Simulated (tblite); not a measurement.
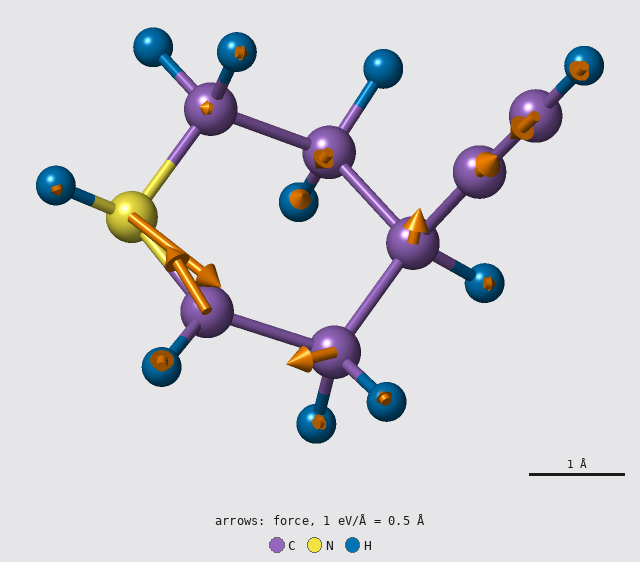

Starting geometry of C7H10N (multiplicity 2) with the computed forces as orange arrows. The picture is a ball-and-stick view, seen at a tilt.

Method: tblite, GFN2-xTB geometry optimisation, gas phase. 

**What follows when this structure is relaxed?**

It isn't relaxed: the largest force vector, on the N atom, is 2.72 eV/Å. The final displacements have little in common with the starting forces (cosine between the two patterns 0.22). After 56 geometry steps the energy has fallen by 0.287 eV. The atom that moves furthest after the best rigid fit is an H atom (0.29 Å). Largest moves by element: H 0.29 Å, N 0.24 Å, C 0.21 Å. Some distances before and after: C–N 1.481 → 1.397 Å, C–N 1.468 → 1.449 Å, C–C 1.470 → 1.451 Å, C–H 1.110 → 1.092 Å. Bond angles that change, for instance: C–N–C 111.2° → 117.3°, N–C–H 119.6° → 114.9°, C–C–H 107.3° → 111.4°.
